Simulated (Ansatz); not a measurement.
H₅OPSi (SMILES OP[SiH3])

Input

```
crystal:
  periodic: [false, false, false]
  atoms:
    - { symbol: O, position_ang: [-1.0514, 0.4096, -1.4935] }
    - { symbol: P, position_ang: [-0.3424, 1.1656, -0.2643] }
    - { symbol: Si, position_ang: [-0.85683, 3.26082, -0.7987] }
    - { symbol: H, position_ang: [-1.9844, 0.3451, -1.3234] }
    - { symbol: H, position_ang: [-1.38238, 0.97006, 0.6939] }
    - { symbol: H, position_ang: [-0.46033, 4.15659, 0.36075] }
    - { symbol: H, position_ang: [-2.34221, 3.40905, -0.99267] }
    - { symbol: H, position_ang: [-0.14311, 3.65964, -1.96806] }
basis:
  gaussian: { orbitals: def2-mTZVP }
hamiltonian:
  xc: pbe
relax:
  f_tol: 0.015
  max_steps: 40
output:
  orbitals: {}
```

Command:

```sh
ansatz run input.yaml --threads 1 --pin off --max-ram 2048MiB --backend cpu --events-out ev --progress --plain --runs-dir out
```

The fields are those of the relaxed geometry.

Method: RKS PBE/def2-mTZVP in Ansatz 0.2.0.

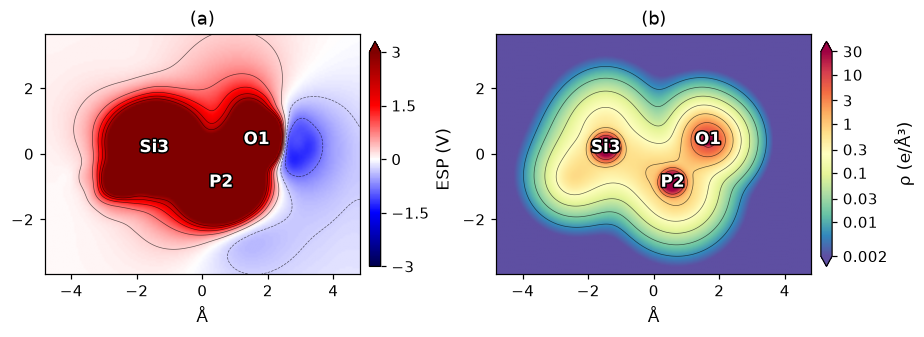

Figure 1. (a) electrostatic potential; (b) total electron density on the plane of atoms O1, P2 and Si3.

**Read the bonding off the picture.**

The section cuts through O, P and Si sites. P–O (1.70 Å): ρ is about 1.2 e/Å³ halfway. Si–P (2.30 Å): ρ is about 0.67 e/Å³ halfway. Outside the dense part of the molecule the potential is most negative (−1.3 V) near O1.

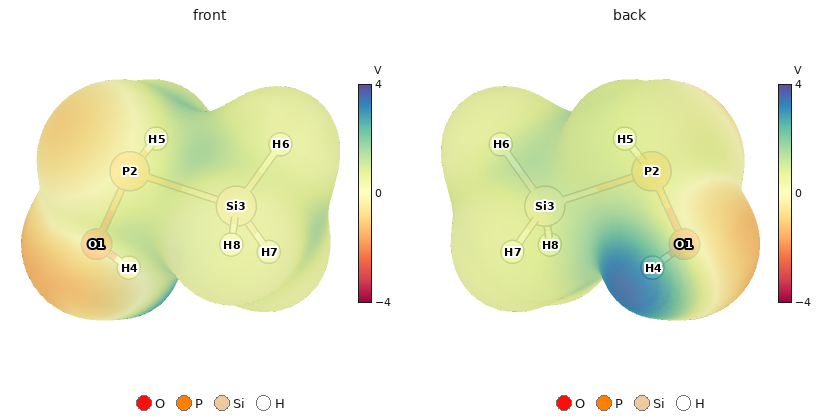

Figure 2. The electrostatic potential painted on the density surface at 0.004 e/bohr³, seen from the front and from behind; the colour scale runs from red (negative) to blue (positive).

**Where is the surface potential most negative and most positive?**

The most negative region (about −1.4 V) lies over O1, the most positive (about +3.4 V) over H4. O1 is the likeliest acceptor of a hydrogen bond.

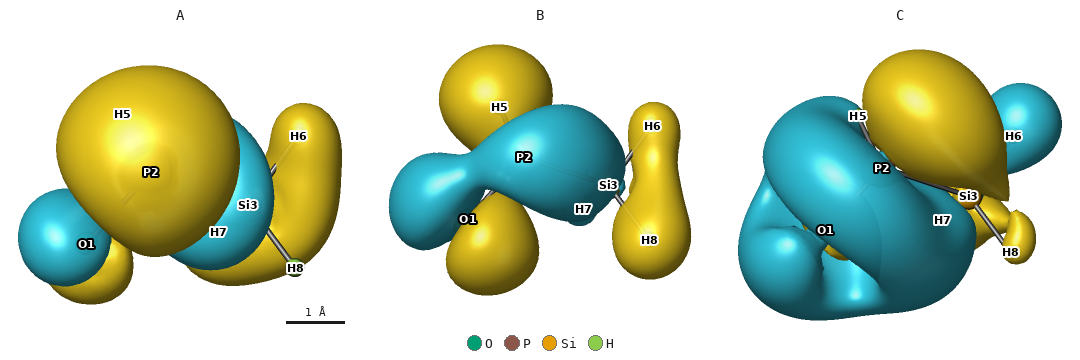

Figure 3. Three frontier orbitals at ±0.06 Å⁻³ᐟ² (yellow and cyan are the two phases), in no order.

**Order the three orbitals by energy and name them.**

B is the HOMO−1 (−7.04 eV). It lies mainly on O1 (about 45 %), P2 (about 25 %), H5 (about 15 %) and Si3 (about 10 %); π-antibonding (π*) across O1–P2. A is the HOMO (−6.16 eV). By Hirshfeld shares it lies mainly on P2 (about 60 %), Si3 (about 20 %) and O1 (about 10 %). C is the LUMO (−1.69 eV). By Hirshfeld shares it lies mainly on P2 (about 45 %), O1 (about 15 %), Si3 (about 15 %) and H4 (about 10 %).

**What is the HOMO–LUMO gap?**

4.47 eV between the orbital energies.
